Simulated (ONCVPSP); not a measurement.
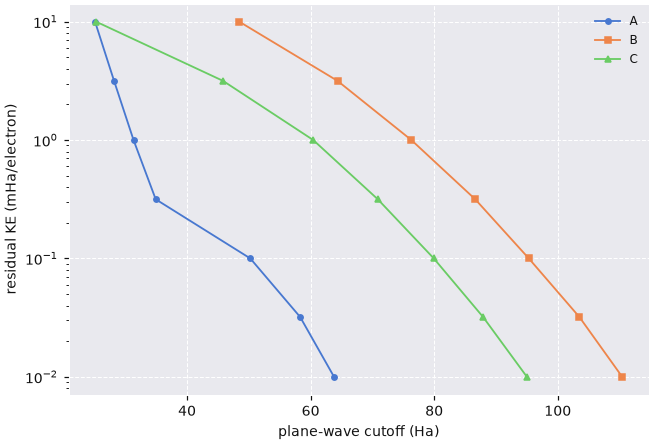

The residual kinetic energy of the 3p3/2 wave for 3 variants of one potential.

Base settings:

```yaml
element: iron (Fe)
generator: ONCVPSP 4.0.1
type: optimised norm-conserving Vanderbilt (ONCV)
functional: LDA (Perdew-Zunger)
relativity: fully relativistic
frozen_core: [Ne]
valence_charge: 16
reference_configuration: 3s2 3p6 3d6 4s2
partial_waves: 3s+4s: rc 1.60 bohr, ncon 4, nbas 7, qcut 8.6 1/bohr, 3 projectors, debl 1 Ha; 3p: rc 1.05 bohr, ncon 4, nbas 8, qcut 16.6 1/bohr, 2 projectors, debl 1 Ha; 3d: rc 1.65 bohr, ncon 4, nbas 8, qcut 8.5 1/bohr, 3 projectors, debl 0.5 Ha
local_potential: polynomial inside 0.90 bohr (lpopt 5, dvloc0 6 Ha)
core_correction: polynomial model core, fcfact 0.6
```

In the p channel the program set the typed energies aside and used -2.183, 0.250 Ha.

Q: Match the curves to these variants:
1. base
2. p: qcut 12.1
3. p: rc 0.88; local potential polynomial inside 0.88 bohr (lpopt 5, dvloc0 6 Ha)

A: A = 2, B = 3, C = 1.

Q: What did the other tests of these runs give?

A: A: loose cutoff 32 Ha; bound ghosts flagged none; largest test error +52 meV. B: loose cutoff 77 Ha; bound ghosts flagged none; largest test error +51 meV. C: loose cutoff 60 Ha; bound ghosts flagged none; largest test error +52 meV. The loose cutoff is the first of the cutoffs at which the residual kinetic energy of the hardest occupied pseudo-wave falls to 1 and 0.1 mHa per electron.
